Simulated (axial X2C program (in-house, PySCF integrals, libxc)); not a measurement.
**Relativistic diatomic calculation for InAl**

InAl, single determinant with Ω = 1. Computed at this level: HF, two-component X2C with atomic mean-field Coulomb and Gaunt terms, In dyall-cv3z, Al dyall-v3z (cores contracted) (axial X2C program (in-house, PySCF integrals, libxc)).

## Log
```
two-component X2C + atomic mean field  HF
basis functions 178  fitting functions 958  grid points 5084
iter        total energy     max residual
   1      -6118.125224302     3.66e-01
   2      -6118.150633672     7.32e-03
   3      -6118.152014210     1.11e-02
   4      -6118.152741488     7.24e-03
   5      -6118.153865491     5.95e-03
   6      -6118.154923959     8.35e-03
   7      -6118.156092502     1.03e-02
   8      -6118.157179887     4.17e-03
   9      -6118.157447420     2.08e-03
  10      -6118.157631544     2.32e-03
  11      -6118.157651367     7.13e-04
  12      -6118.157662538     5.44e-04
  13      -6118.157669526     7.93e-04
  14      -6118.157675749     4.76e-04
  15      -6118.157679642     2.05e-04
  16      -6118.157681725     2.13e-04
  17      -6118.157682982     1.95e-04
  18      -6118.157683973     8.38e-05
  19      -6118.157684569     5.67e-05
  20      -6118.157684790     5.41e-05
  21      -6118.157684860     2.42e-05
  22      -6118.157684886     1.41e-05
  23      -6118.157684896     1.06e-05
  24      -6118.157684899     5.21e-06
  25      -6118.157684899     2.22e-06
converged
one-electron -8677.59895660  Coulomb 2612.39665213  exact exchange -176.75753340  xc functional 0.00000000  nuclear repulsion 127.10629086  atomic mean-field constant -3.30413790
correlated 6  virtual 232  natural virtual 90  E(MP2) -0.082971652  MP2 remainder -0.001603406
iter   CCSD correlation   residual
   1     -0.097089303   1.45e-01
   2     -0.105316982   6.86e-02
   3     -0.106623296   2.68e-02
   4     -0.107124876   1.50e-02
   5     -0.107256339   1.06e-02
   6     -0.107336519   8.35e-03
   7     -0.107490333   6.82e-03
   8     -0.107550471   5.27e-03
   9     -0.107618588   3.69e-03
  10     -0.107666573   2.36e-03
  11     -0.107708370   1.17e-03
  12     -0.107719821   5.04e-04
  13     -0.107724756   2.30e-04
  14     -0.107724860   1.06e-04
  15     -0.107725167   5.67e-05
  16     -0.107725374   3.42e-05
  17     -0.107725475   2.32e-05
  18     -0.107725553   1.86e-05
  19     -0.107725678   1.57e-05
  20     -0.107725884   1.32e-05
  21     -0.107726064   1.01e-05
  22     -0.107726286   7.31e-06
  23     -0.107726377   3.75e-06
  24     -0.107726413   1.99e-06
  25     -0.107726421   1.22e-06
(T) -0.006320731072734271  T1 0.1019  D1 0.2240  max T2 0.117
```

## The points of the curve

| R (Å) | E (hartree) | dipole (D; origin at the first atom, positive when the second is positive) | highest filled (eV) | lowest empty (eV) |
| --- | --- | --- | --- | --- |
| 2.307 | −6118.134647 | −0.24 | −6.64 | −0.08 |
| 2.413 | −6118.144749 | −0.14 | −6.44 | −0.18 |
| 2.493 | −6118.150575 | −0.25 | −6.27 | −0.19 |
| 2.572 | −6118.154834 | −0.35 | −6.11 | −0.17 |
| 2.652 | −6118.157685 | −0.43 | −5.96 | −0.18 |
| 2.745 | −6118.159575 | −0.52 | −5.79 | −0.18 |
| 2.838 | −6118.160250 | −0.64 | −5.63 | −0.18 |
| 2.897 | −6118.160171 | −0.73 | −5.54 | −0.17 |
| 2.957 | −6118.159756 | −0.83 | −5.45 | −0.17 |
| 3.103 | −6118.157678 | −1.17 | −5.27 | −0.14 |
| 3.215 | −6118.155422 | −1.53 | −5.19 | −0.10 |
| 3.315 | −6118.153316 | −1.82 | −5.17 | −0.06 |

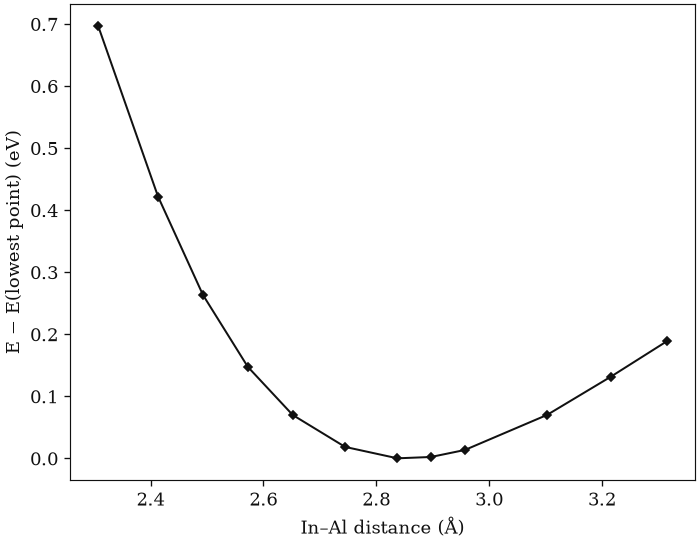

Figure 1. Energy at 12 bond lengths, for one set of occupations held fixed; the line joins the points. A polynomial of degree 6 through 11 points gives rₑ = 2.854 Å, ωₑ = 188.1 cm⁻¹, ωₑxₑ = 0.49 cm⁻¹ and Bₑ = 0.09472 cm⁻¹. The minimum lies 0.35 eV below In + Al, each computed as one determinant at the same level.

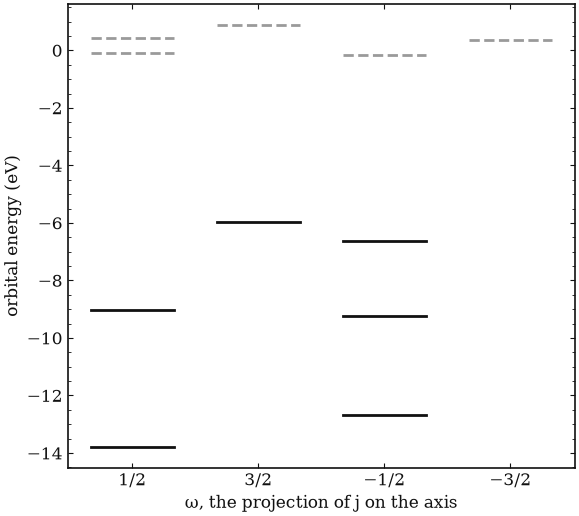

Figure 2. Orbital energies near the frontier at 2.65 Å, filled (solid) and empty (dashed). The highest filled spinor (3/2; 53 % Al p, 40 % In p) lies at −5.96 eV, the lowest empty one (−1/2; 49 % In p, 43 % Al p) at −0.18 eV.

## Input file
```
{"zs": [49, 13], "q": 0, "bas": ["dyall-cv3z", "dyall-v3z"], "levels": ["PBE0", "HF", "B97-3"], "cc": true, "r0": 2.68, "thr": -1.0, "nmax": 90, "npts": 10, "nst": 2, "ntry": 6}
```

The line is the task of a batch: nuclear charges, charge, bases, the levels to run, a first guess of the distance and further settings. This report covers HF with spin-orbit coupling. The log is that of the reference distance 2.652 Å.

The run was one of a batch that the task file lists, launched with:
```bash
python <driver script> task.json out
```

## Key numbers

```
                 quantity                                                                 value
                  outcome                                                             converged
           bond length rₑ                                                               2.854 Å
                       ωₑ                                                            188.1 cm⁻¹
    energy at the minimum                                                   −6118.16026 hartree
depth below the fragments                                                               0.35 eV
                 hardware  1 thread of Arm Neoverse V1, 24 GiB of memory available, shared host
                wall time                                                                  18 s
              peak memory                                                              0.47 GiB
```

## Remarks

Hartree–Fock lacks correlation, so it usually binds too weakly.
